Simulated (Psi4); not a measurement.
# CH2AlN (SMILES N#[C][AlH2]): MP2/def2-QZVPD (density fitting, density fitting for correlation, sweep point 6)

Aim: the vertical electron affinity of CH2AlN at MP2/def2-QZVPD (density fitting, density fitting for correlation, sweep point 6), from 2 runs. 

The results are computed with Psi4 1.11.

## Step 1: Starting point

CH2AlN has 5 atoms, charge 0, and is taken as a singlet. As SMILES, `N#[C][AlH2]`. Geometry: relaxed at PBE0-D4/def2-TZVP.

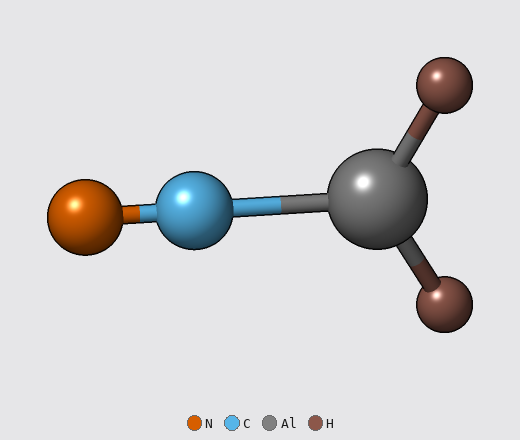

The structure, seen from a chosen angle (nitrogen orange, carbon blue, aluminium grey, hydrogen brown).

## Step 2: The energy at MP2/def2-QZVPD (density fitting, density fitting for correlation, sweep point 6)

ch2aln.dat

```
memory 1.6 GB

molecule {
  0 1
  N      2.61216842    -2.54357136     2.63465616
  C      1.34964240    -1.31902883     1.34510706
  Al    -0.76949648     0.73699319    -0.82127497
  H     -3.07968667    -0.61019257    -2.11687120
  H     -0.01833034     3.59652676    -1.11985170
  units au
  symmetry c1
}

set basis def2-QZVPD
set puream true
set scf_type df
set num_frozen_docc 7

E = energy('mp2')
print_variables()
```

Launch:

```bash
$ psi4 -n 1 ch2aln.dat ch2aln.out
```

ch2aln.out:

```text
[...]
  Running in c1 symmetry.
[...]
  Nuclear repulsion =   69.014155664648129
[...]
  Multiplicity = 1
[...]
  Nalpha       = 14
  Nbeta        = 14
[...]
    Number of basis functions: 268
[...]
   @DF-RHF iter   1:  -335.39589070157535   -1.26844e+00   1.21917e-03 DIIS/ADIIS
[...]
   @DF-RHF iter  11:  -335.44882812771414   -2.23565e-10   5.28357e-09 DIIS
[...]
    Orbital Energies [Eh]
    ---------------------
    Doubly Occupied:
       1A    -58.519620     2A    -15.579577     3A    -11.242785
       4A     -4.933050     5A     -3.248662     6A     -3.246447
       7A     -3.245501     8A     -1.215165     9A     -0.699083
      10A     -0.573211    11A     -0.514149    12A     -0.489036
      13A     -0.476526    14A     -0.455407
[...]
  @DF-RHF Final Energy:  -335.44882812771414
   => Energetics <=
    Nuclear Repulsion Energy =             69.0141556646481291
    One-Electron Energy =                -600.0495364412477102
    Two-Electron Energy =                 195.5865526488854300
    Total Energy =                       -335.4488281277141368
[...]
 Multipole Moments:
 ------------------------------------------------------------------------------------
     Multipole            Electronic (a.u.)      Nuclear  (a.u.)        Total (a.u.)
 ------------------------------------------------------------------------------------
 L = 1.  Multiply by 2.5417464519 to convert [e a0] to [Debye]
 Dipole X            :          0.5949050           -1.4258200           -0.8309150
 Dipole Y            :         -0.5770237            1.3831863            0.8061626
 Dipole Z            :          0.6087070           -1.4576532           -0.8489462
 Magnitude           :                                                    1.4356279
[...]
```

Wall time 6.9 s (1 thread of Intel Xeon Platinum 8259CL at 2.50GHz (Skylake/Cascade Lake), shared host); peak memory 0.55 GiB.

## Step 3: The doublet anion at the same level

input.in

```
memory 1.6 GB

molecule geom {
  -1 2
  N      2.61216842    -2.54357136     2.63465616
  C      1.34964240    -1.31902883     1.34510706
  Al    -0.76949648     0.73699319    -0.82127497
  H     -3.07968667    -0.61019257    -2.11687120
  H     -0.01833034     3.59652676    -1.11985170
  units au
  symmetry c1
}

set {
  basis           def2-QZVPD
  reference       uhf
  puream          true
  scf_type        df
  num_frozen_docc 7
  maxiter         150
}

result, w = energy("mp2", return_wfn=True)
```

Launch:

```bash
$ psi4 -n 1 input.in input.out
```

input.out:

```text
[...]
  Running in c1 symmetry.
[...]
  Nuclear repulsion =   69.014155664648129
[...]
  Multiplicity = 2
[...]
  Nalpha       = 15
  Nbeta        = 14
[...]
    Number of basis functions: 268
[...]
   @DF-UHF iter   1:  -335.30165461734157   -1.17420e+00   1.74977e-03 ADIIS/DIIS
[...]
   @DF-UHF iter  20:  -335.45889976570868   -2.92744e-11   3.19064e-09 DIIS
[...]
   @S^2 Observed:                7.930190772E-01
[...]
    Orbital Energies [Eh]
    ---------------------
    Alpha Occupied:
       1A    -58.276991     2A    -15.389101     3A    -11.061442
       4A     -4.693040     5A     -3.013154     6A     -3.006854
       7A     -3.005950     8A     -1.041017     9A     -0.504165
      10A     -0.394346    11A     -0.318922    12A     -0.311571
      13A     -0.306855    14A     -0.250203    15A     -0.025000
    Alpha Virtual:
      16A      0.132956    17A      0.183770    18A      0.193690
      19A      0.202636    20A      0.202922    21A      0.206492
      22A      0.208096    23A      0.216596    24A      0.242330
      25A      0.255354    26A      0.266004    27A      0.304184
[...]
  @DF-UHF Final Energy:  -335.45889976570868
   => Energetics <=
    Nuclear Repulsion Energy =             69.0141556646481291
    One-Electron Energy =                -605.8697837615218305
    Two-Electron Energy =                 201.3967283311650363
    Total Energy =                       -335.4588997657086793
  UHF NO Occupations:
  HONO-2 :   13  A 1.9946296
  HONO-1 :   14  A 1.9891443
[...]
 Multipole Moments:
 ------------------------------------------------------------------------------------
     Multipole            Electronic (a.u.)      Nuclear  (a.u.)        Total (a.u.)
 ------------------------------------------------------------------------------------
 L = 1.  Multiply by 2.5417464519 to convert [e a0] to [Debye]
 Dipole X            :          1.6230040           -1.4258200            0.1971840
 Dipole Y            :         -1.5742275            1.3831863           -0.1910412
 Dipole Z            :          1.6585626           -1.4576532            0.2009094
 Magnitude           :                                                    0.3402100
[...]
```

Wall time 11 s (1 thread of Intel Xeon Platinum 8259CL at 2.50GHz (Skylake/Cascade Lake), shared host); peak memory 0.57 GiB.

## Step 4: Results

Level: MP2/def2-QZVPD (density fitting, density fitting for correlation, sweep point 6), 7 core orbitals frozen.

| quantity | value |
| --- | --- |
| singlet CH2AlN: total energy | -335.88860 Eh |
| singlet CH2AlN: HOMO energy (Hartree–Fock orbitals) | -12.39 eV |
| singlet CH2AlN: LUMO energy (Hartree–Fock orbitals) | 0.08 eV |
| singlet CH2AlN: HOMO–LUMO gap (Hartree–Fock orbitals) | 12.47 eV |
| singlet CH2AlN: correlation energy (7 core orbitals frozen) | -439.8 mEh |
| doublet anion: total energy | -335.91057 Eh |
| doublet anion: HOMO energy (Hartree–Fock orbitals) (highest over α and β) | -0.68 eV |
| doublet anion: LUMO energy (Hartree–Fock orbitals) (lowest over α and β) | 3.62 eV |
| doublet anion: correlation energy (7 core orbitals frozen) | -451.7 mEh |
| doublet anion: ⟨S²⟩ of the reference determinant | 0.793 |
| vertical electron affinity (to the doublet anion) | 0.598 eV |

In words: At fixed nuclei the extra electron is bound by 0.60 eV (13.8 kcal/mol).
